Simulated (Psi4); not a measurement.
# UPBE/def2-SV(P) (sweep point 1) run of SiHCl2O (SMILES [O][SiH](Cl)Cl)

Aim: the energy change on altering one bond length of SiHCl2O at UPBE/def2-SV(P) (sweep point 1), from 2 runs. 

Program for the calculation: Psi4 1.11.

## 1. Starting point

SiHCl2O: 5 atoms, total charge 0, spin state doublet. SMILES: `[O][SiH](Cl)Cl`. The shape is that of a PBE0-D4/def2-TZVP optimisation.

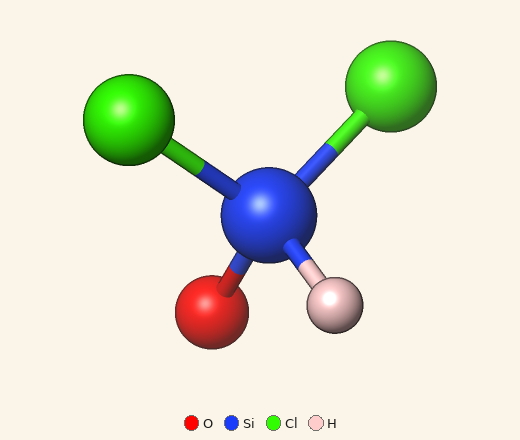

Viewed from a chosen angle; oxygen red, silicon blue, chlorine green, hydrogen pink.

## 2. The energy at UPBE/def2-SV(P) (sweep point 1)

Input file calc.in:

```
memory 1600 MB

molecule system {
  0 2
  O      0.17404378    -1.35871308     2.86690350
  Si     0.15930391    -0.07558904     0.02815692
  Cl    -0.98964957     3.58027512     0.11489535
  Cl    -2.10156442    -1.99573976    -2.39957423
  H      2.85197467    -0.28931707    -0.68842723
  units au
  symmetry c1
}

set reference uks
set puream true
set scf_type pk
set dft_radial_points 99
set dft_spherical_points 590
set maxiter 100

e_tot, wfn = energy('pbe/def2-SV(P)', return_wfn=True)
print_variables()
```

The run is started by

```console
$ psi4 calc.in calc.out -n 1
```

calc.out:

```text
[...]
  Running in c1 symmetry.
[...]
  Nuclear repulsion =  266.665462402064918
[...]
  Multiplicity = 2
[...]
  Nalpha       = 29
  Nbeta        = 28
[...]
    Number of basis functions: 70
[...]
   @UKS iter   1: -1284.21838783143812    3.38721e-01   1.30462e-02 DIIS/ADIIS
[...]
   @UKS iter  12: -1284.71704442316377   -6.15569e-09   3.65756e-07 DIIS
[...]
   @S^2 Observed:                7.525312579E-01
[...]
    Orbital Energies [Eh]
    ---------------------
    Alpha Occupied:
       1A   -100.657102     2A   -100.657055     3A    -65.495764
       4A    -18.823986     5A     -9.194627     6A     -9.194597
       7A     -7.023100     8A     -7.023090     9A     -7.015541
      10A     -7.015522    11A     -7.015286    12A     -7.015272
      13A     -5.145863    14A     -3.561485    15A     -3.560469
      16A     -3.559032    17A     -0.905381    18A     -0.787269
      19A     -0.765093    20A     -0.495903    21A     -0.413449
      22A     -0.394953    23A     -0.376456    24A     -0.346773
      25A     -0.319723    26A     -0.318428    27A     -0.305068
      28A     -0.302599    29A     -0.286300
    Alpha Virtual:
[...]
  @UKS Final Energy: -1284.71704442316377
   => Energetics <=
    Nuclear Repulsion Energy =            266.6654624020649180
    One-Electron Energy =               -2306.5499577507116555
    Two-Electron Energy =                 840.9555894302483239
    DFT Exchange-Correlation Energy =     -85.7881385047654703
    Empirical Dispersion Energy =           0.0000000000000000
    VV10 Nonlocal Energy =                  0.0000000000000000
    Total Energy =                      -1284.7170444231637703
[...]
 Multipole Moments:
 ------------------------------------------------------------------------------------
     Multipole            Electronic (a.u.)      Nuclear  (a.u.)        Total (a.u.)
 ------------------------------------------------------------------------------------
 L = 1.  Multiply by 2.5417464519 to convert [e a0] to [Debye]
 Dipole X            :         -2.2474993            2.5234885            0.2759891
 Dipole Y            :          0.9091167           -0.7906295            0.1184872
 Dipole Z            :         -1.0223703            0.6373724           -0.3849979
 Magnitude           :                                                    0.4882956
[...]
```

Run time: 14 s. Hardware: 1 thread of AMD EPYC 7R43 (Zen 3), shared host; peak memory 0.68 GiB.

## 3. The distorted shape

Input file cl2hosi.dat:

```
memory 1.6 GB

molecule {
  0 2
  O     -1.98011928    -1.18772877     3.44017838
  Si    -1.99485915     0.09539526     0.60143180
  Cl    -3.14381263     3.75125943     0.68817022
  Cl    -4.25572748    -1.82475545    -1.82629936
  H      2.85197467    -0.28931707    -0.68842723
  units bohr
  symmetry c1
}

set basis def2-SV(P)
set reference uks
set puream true
set scf_type pk
set dft_radial_points 99
set dft_spherical_points 590
set maxiter 100

energy("pbe")
```

The run is started by

```console
$ psi4 cl2hosi.dat cl2hosi.out -n 1
```

cl2hosi.out:

```text
[...]
  Running in c1 symmetry.
[...]
  Nuclear repulsion =  262.388278496149383
[...]
  Multiplicity = 2
[...]
  Nalpha       = 29
  Nbeta        = 28
[...]
    Number of basis functions: 70
[...]
   @UKS iter   1: -1284.20629913887183    2.01552e-01   1.29335e-02 DIIS/ADIIS
[...]
   @UKS iter  13: -1284.64102101400317   -2.69097e-09   3.67268e-07 DIIS
[...]
   @S^2 Observed:                8.197160354E-01
[...]
    Orbital Energies [Eh]
    ---------------------
    Alpha Occupied:
       1A   -100.671032     2A   -100.670992     3A    -65.513489
       4A    -18.762227     5A     -9.208143     6A     -9.208118
       7A     -7.037017     8A     -7.037007     9A     -7.029108
      10A     -7.029099    11A     -7.028374    12A     -7.028365
      13A     -5.159228    14A     -3.575269    15A     -3.574252
      16A     -3.571806    17A     -0.841201    18A     -0.792033
      19A     -0.775234    20A     -0.478577    21A     -0.400157
      22A     -0.365185    23A     -0.351149    24A     -0.323152
      25A     -0.319226    26A     -0.310983    27A     -0.307365
      28A     -0.276652    29A     -0.250058
    Alpha Virtual:
[...]
  @UKS Final Energy: -1284.64102101400317
   => Energetics <=
    Nuclear Repulsion Energy =            262.3882784961493826
    One-Electron Energy =               -2297.9697856215125285
    Two-Electron Energy =                 836.6119994895044556
    DFT Exchange-Correlation Energy =     -85.6715133781442120
    Empirical Dispersion Energy =           0.0000000000000000
    VV10 Nonlocal Energy =                  0.0000000000000000
    Total Energy =                      -1284.6410210140031722
[...]
 Multipole Moments:
 ------------------------------------------------------------------------------------
     Multipole            Electronic (a.u.)      Nuclear  (a.u.)        Total (a.u.)
 ------------------------------------------------------------------------------------
 L = 1.  Multiply by 2.5417464519 to convert [e a0] to [Debye]
 Dipole X            :         -3.2110986            3.6008073            0.3897087
 Dipole Y            :          1.2558958           -0.8761405            0.3797553
 Dipole Z            :         -1.3651633            0.3506718           -1.0144915
 Magnitude           :                                                    1.1512081
[...]
```

Wall time 13 s (1 thread of AMD EPYC 7R43 (Zen 3), shared host); peak memory 0.65 GiB.

## 4. What came out

At UPBE/def2-SV(P) (sweep point 1):

```
                                                          quantity           value
                                         first shape: total energy  -1284.71704 Eh
                                        first shape: dipole moment          1.24 D
                   first shape: HOMO energy (highest over α and β)        -7.49 eV
                    first shape: LUMO energy (lowest over α and β)        -6.91 eV
                                                 first shape: ⟨S²⟩           0.753
                                     distorted shape: total energy  -1284.64102 Eh
                                    distorted shape: dipole moment          2.93 D
               distorted shape: HOMO energy (highest over α and β)        -6.61 eV
                distorted shape: LUMO energy (lowest over α and β)        -5.70 eV
                                             distorted shape: ⟨S²⟩           0.820
energy change with the Si2–H5 bond stretched from 1.479 to 2.662 Å        2.069 eV
```

With the Si2–H5 bond stretched from 1.479 to 2.662 Å the energy rises by 2.07 eV (200 kJ/mol). The first shape isn't relaxed at this level, so the change isn't measured from a minimum.
